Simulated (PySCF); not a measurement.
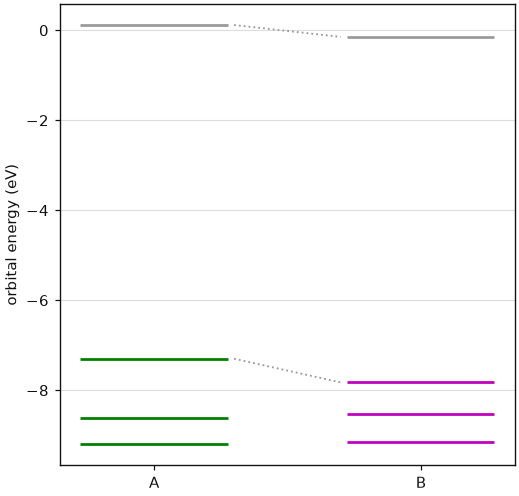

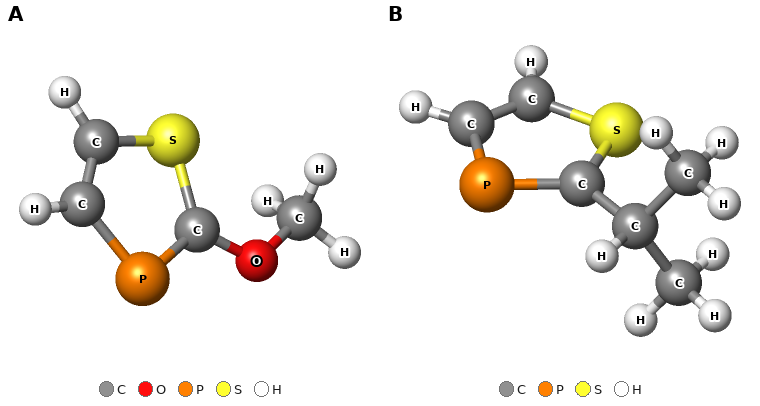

Related molecules: A is C₄H₅OPS, SMILES COc1pccs1; B is C₆H₉PS, SMILES CC(C)c1pccs1. Frontier orbital energies, CAM-B3LYP/def2-SVPD with PySCF, at a GFN2-xTB geometry (no frequency check); drawn are at most three filled levels and, in grey, the LUMO with any level within 0.03 eV of it; dotted lines join the HOMOs and the LUMOs.

> What does the change do to the frontier levels?

From A to B the HOMO falls by 0.53 eV and the LUMO falls by 0.26 eV, so the separation goes from 7.42 to 7.68 eV.

Limits of at least one run: empty levels above zero depend strongly on the basis; one conformer of a flexible molecule; the tight-binding geometry is rougher than a DFT one and adds to the error.
